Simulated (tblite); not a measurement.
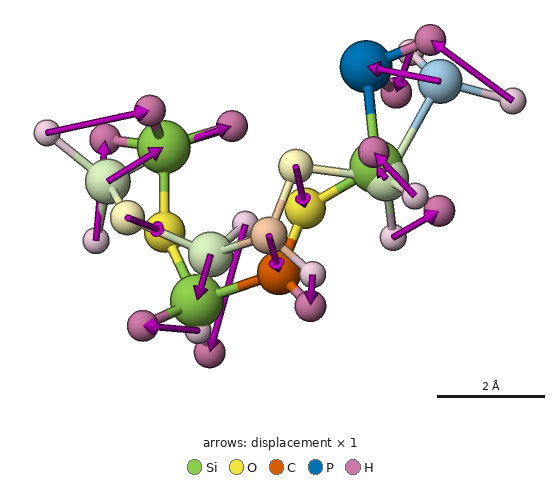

A relaxation of CH10O2PSi3 (multiplicity 2). The starting structure is drawn faded, the final one solid; purple arrows show the displacements, at their true length. The two geometries are superimposed by the best rigid fit.

Style: ball-and-stick. Shown at a tilt.

Method: GFN2-xTB geometry optimisation, gas phase (tblite). 

> Describe the change and its energy.

After 253 geometry steps the energy has fallen by 54.3 kcal/mol. The largest move after the best rigid fit is that of an H atom, 2.51 Å. By element the largest moves are H 2.51 Å, P 1.53 Å, O 1.28 Å, Si 1.26 Å, C 0.99 Å. Near-neighbour distances that change, for instance: Si–Si 2.733 → 3.138 Å, O–Si 1.723 → 1.618 Å, H–P 1.453 → 1.386 Å, C–O 1.403 → 1.336 Å. Among the angles between lasting bonds that change: Si–O–Si 105.5° → 151.0°, C–O–Si 104.1° → 133.4°, Si–C–H 106.8° → 125.3°. Groups turn about O–Si by about 150°, O–Si by about 105°. Cost: 3.1 s on 1 thread of Intel(R) Xeon(R) Platinum 8488C, on a shared host.
